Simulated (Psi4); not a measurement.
**CH2Br2 (charge +1): single-point calculation (part 2 of 2)**

Continued. System: CH2Br2, charge +1, multiplicity 2. Method: B3LYP/def2-QZVPPD, UKS (Psi4 1.11). The geometry is that of the parent species in another charge or spin state. The geometry comes from this level: PBE0-D4/def2-TZVP.

Geometry of the input (Å):
```
Br -0.5824  -0.8733  1.5003
C  -0.1051  0.1241  -0.0720
Br 1.6135  -0.3441  -0.7943
H  -0.0758  1.1733  0.1980
H  -0.8502  -0.0799  -0.8321
```

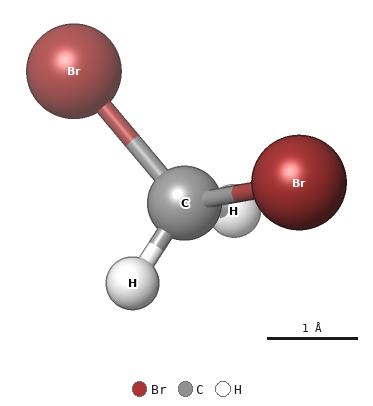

Figure 1. The structure (ball-and-stick view, seen at a tilt).

## What the program printed, continued
```
     262A      7.966874   263A      7.998403   264A      8.013600
     265A      8.019753   266A      8.130553   267A      8.169581
     268A      8.346507   269A      8.363415   270A      8.516611
     271A      8.523979   272A      8.665479   273A      8.708534
     274A      9.094184   275A      9.101799   276A      9.113532
     277A      9.113594   278A      9.145036   279A      9.149930
     280A      9.161380   281A      9.166904   282A      9.233379
     283A      9.251391   284A      9.258401   285A      9.276615
     286A      9.343165   287A      9.415130   288A      9.463877
     289A      9.576229   290A      9.711585   291A      9.733905
     292A      9.735630   293A     10.134407   294A     11.615823
     295A     12.296258   296A     13.375527   297A     13.404853
     298A     13.406311   299A     13.428601   300A     13.911189
     301A     13.944009   302A     28.382175   303A     29.062700
     304A     29.121709   305A     33.934487   306A     33.938046
     307A     33.942379   308A     33.943575   309A     33.956850
     310A     33.959267   311A     33.968432   312A     33.972980
     313A     34.004027   314A     34.005993   315A     34.011605
     316A     34.026045   317A     34.070914   318A     34.090130
     319A     94.680688   320A     94.746649   321A    147.479159
     322A    321.472338   323A    321.533755   324A   1818.771422
     325A   1818.884475

    Beta Occupied:

       1A   -483.138746     2A   -483.138745     3A    -62.772378
       4A    -62.772376     5A    -56.589108     6A    -56.589106
       7A    -56.586508     8A    -56.586507     9A    -56.584927
      10A    -56.584925    11A    -10.508955    12A     -8.971033
      13A     -8.971031    14A     -6.799002    15A     -6.799001
      16A     -6.791950    17A     -6.791949    18A     -6.785995
      19A     -6.785994    20A     -2.914225    21A     -2.914180
      22A     -2.913210    23A     -2.913182    24A     -2.907898
      25A     -2.907890    26A     -2.902490    27A     -2.902482
      28A     -2.901694    29A     -2.901684    30A     -1.095293
      31A     -1.023214    32A     -0.886223    33A     -0.707698
      34A     -0.666215    35A     -0.654665    36A     -0.541455
      37A     -0.530402    38A     -0.524598

    Beta Virtual:

      39A     -0.469589    40A     -0.268957    41A     -0.219537
      42A     -0.165764    43A     -0.125867    44A     -0.116771
      45A     -0.114346    46A     -0.098582    47A     -0.095120
      48A     -0.078857    49A     -0.073712    50A     -0.064274
      51A     -0.051139    52A     -0.049728    53A     -0.045861
      54A     -0.041380    55A     -0.020176    56A     -0.018111
      57A     -0.014552    58A      0.012978    59A      0.018042
      60A      0.037116    61A      0.045742    62A      0.057142
      63A      0.058570    64A      0.060740    65A      0.079547
      66A      0.084316    67A      0.086143    68A      0.102264
      69A      0.118276    70A      0.130845    71A      0.144352
      72A      0.146444    73A      0.147799    74A      0.158747
      75A      0.174136    76A      0.177340    77A      0.177731
      78A      0.189165    79A      0.196605    80A      0.236077
      81A      0.242466    82A      0.262085    83A      0.278669
      84A      0.286202    85A      0.286377    86A      0.296102
      87A      0.299100    88A      0.353867    89A      0.361034
      90A      0.379483    91A      0.415659    92A      0.420856
      93A      0.432926    94A      0.433097    95A      0.449440
      96A      0.495034    97A      0.519832    98A      0.543819
      99A      0.552963   100A      0.561106   101A      0.609061
     102A      0.626578   103A      0.636129   104A      0.678695
     105A      0.705592   106A      0.706752   107A      0.761245
     108A      0.763038   109A      0.763611   110A      0.803385
     111A      0.817664   112A      0.845681   113A      0.863043
     114A      0.882815   115A      0.924307   116A      0.929869
     117A      0.937256   118A      0.951224   119A      0.954463
     120A      0.965059   121A      0.985943   122A      1.024189
     123A      1.048496   124A      1.087029   125A      1.091937
     126A      1.127520   127A      1.136730   128A      1.160096
     129A      1.264783   130A      1.293786   131A      1.335184
     132A      1.349173   133A      1.362377   134A      1.378652
     135A      1.381239   136A      1.382688   137A      1.397480
     138A      1.519069   139A      1.540710   140A      1.550996
     141A      1.556683   142A      1.568161   143A      1.666274
     144A      1.717838   145A      1.725248   146A      1.744392
     147A      1.777436   148A      1.787283   149A      1.831018
     150A      1.839828   151A      1.904427   152A      1.919266
     153A      1.973220   154A      2.037325   155A      2.086691
     156A      2.095846   157A      2.125347   158A      2.128460
     159A      2.155900   160A      2.283596   161A      2.307754
     162A      2.346823   163A      2.350139   164A      2.363323
     165A      2.371161   166A      2.398287   167A      2.403376
     168A      2.413772   169A      2.415297   170A      2.432214
     171A      2.434588   172A      2.442024   173A      2.443321
     174A      2.445312   175A      2.461739   176A      2.463908
     177A      2.479701   178A      2.479747   179A      2.511148
     180A      2.521492   181A      2.528820   182A      2.531266
     183A      2.584272   184A      2.620139   185A      2.674716
     186A      2.703308   187A      2.757729   188A      2.758755
     189A      2.831131   190A      2.878912   191A      2.887595
     192A      2.928593   193A      2.964781   194A      2.966236
     195A      3.012730   196A      3.112209   197A      3.135658
     198A      3.235344   199A      3.286730   200A      3.286850
     201A      3.329723   202A      3.409535   203A      3.434580
     204A      3.436728   205A      3.624250   206A      3.641907
     207A      3.768385   208A      3.771769   209A      3.806492
     210A      3.824323   211A      3.856447   212A      3.991872
     213A      4.016973   214A      4.127142   215A      4.273338
     216A      4.732335   217A      4.746779   218A      4.756353
     219A      4.779918   220A      4.794423   221A      4.837279
     222A      4.839814   223A      4.854321   224A      4.909881
     225A      5.012557   226A      5.042497   227A      5.119530
     228A      5.262544   229A      5.270546   230A      5.389719
     231A      5.448387   232A      5.533141   233A      5.660962
     234A      5.766942   235A      5.777975   236A      5.824501
     237A      5.855290   238A      5.894671   239A      5.928695
     240A      5.944043   241A      6.012731   242A      6.158374
     243A      6.233495   244A      6.344900   245A      6.364133
     246A      6.415048   247A      6.430085   248A      6.446306
     249A      6.479576   250A      6.804574   251A      6.925739
     252A      6.999560   253A      7.143841   254A      7.201768
     255A      7.276423   256A      7.427151   257A      7.431290
     258A      7.442264   259A      7.509006   260A      7.569155
     261A      7.746967   262A      7.970442   263A      7.998405
     264A      8.012998   265A      8.022981   266A      8.130548
     267A      8.169318   268A      8.349824   269A      8.363972
     270A      8.516391   271A      8.527147   272A      8.665402
     273A      8.708382   274A      9.097772   275A      9.105151
     276A      9.117130   277A      9.117214   278A      9.148150
     279A      9.152474   280A      9.163799   281A      9.169377
     282A      9.236780   283A      9.251918   284A      9.262281
     285A      9.276977   286A      9.343015   287A      9.416642
     288A      9.465506   289A      9.576423   290A      9.711264
     291A      9.733536   292A      9.735518   293A     10.133908
     294A     11.615349   295A     12.296045   296A     13.386364
     297A     13.407072   298A     13.408522   299A     13.439263
     300A     13.914391   301A     13.947399   302A     28.381485
     303A     29.065656   304A     29.124762   305A     33.938022
     306A     33.941286   307A     33.946109   308A     33.947086
     309A     33.959870   310A     33.961482   311A     33.970720
     312A     33.975395   313A     34.006685   314A     34.007488
     315A     34.015064   316A     34.026431   317A     34.072535
     318A     34.091897   319A     94.682362   320A     94.748330
     321A    147.478784   322A    321.473934   323A    321.535351
     324A   1818.772353   325A   1818.885406

    Final Occupation by Irrep:
              A
    DOCC [    38 ]
    SOCC [     1 ]
    NA   [    39 ]
    NB   [    38 ]

  @DF-UKS Final Energy: -5187.41901315160612

   => Energetics <=

    Nuclear Repulsion Energy =            353.0052809835193557
    One-Electron Energy =               -7901.1824246209207558
    Two-Electron Energy =                2512.3607530073804810
    DFT Exchange-Correlation Energy =    -151.6026225215857721
    Empirical Dispersion Energy =           0.0000000000000000
    VV10 Nonlocal Energy =                  0.0000000000000000
    Total Energy =                      -5187.4190131516061228

  UHF NO Occupations:
  HONO-2 :   37  A 1.9997560
  HONO-1 :   38  A 1.9978754
  HONO-0 :   39  A 1.0000000
  LUNO+0 :   40  A 0.0021246
  LUNO+1 :   41  A 0.0002440
  LUNO+2 :   42  A 0.0002226
  LUNO+3 :   43  A 0.0000664

Computation Completed

Properties will be evaluated at   0.000000,   0.000000,   0.000000 [a0]

Properties computed using the SCF density matrix

 Multipole Moments:

 ------------------------------------------------------------------------------------
     Multipole            Electronic (a.u.)      Nuclear  (a.u.)        Total (a.u.)
 ------------------------------------------------------------------------------------

 L = 1.  Multiply by 2.5417464519 to convert [e a0] to [Debye]
 Dipole X            :          2.2093596           -2.6558432           -0.4464836
 Dipole Y            :         -2.6086811            3.1358289            0.5271478
 Dipole Z            :          1.5127396           -1.8184034           -0.3056638
 Magnitude           :                                                    0.7554222

 ------------------------------------------------------------------------------------

	total time  =        120 seconds =       2.00 minutes
```

## Standard output
```
E = -5187.419013152
CURRENT ENERGY                                  -5187.4190131516
CURRENT REFERENCE ENERGY                        -5187.4190131516
DD SOLVATION ENERGY                                 0.0000000000
DFT FUNCTIONAL TOTAL ENERGY                     -5187.4190131516
DFT TOTAL ENERGY                                -5187.4190131516
DFT VV10 ENERGY                                     0.0000000000
DFT XC ENERGY                                    -151.6026225216
GRID ELECTRONS ALPHA                               38.9999999347
GRID ELECTRONS BETA                                37.9999999489
GRID ELECTRONS TOTAL                               76.9999998835
NUCLEAR REPULSION ENERGY                          353.0052809835
ONE-ELECTRON ENERGY                             -7901.1824246209
PCM POLARIZATION ENERGY                             0.0000000000
PE ENERGY                                           0.0000000000
SCF ITERATION ENERGY                            -5187.4190131516
SCF ITERATIONS                                     10.0000000000
SCF TOTAL ENERGY                                -5187.4190131516
TWO-ELECTRON ENERGY                              2512.3607530074
XC GRID RADIAL POINTS                              99.0000000000
XC GRID SPHERICAL POINTS                          590.0000000000
XC GRID TOTAL POINTS                           281960.0000000000
```
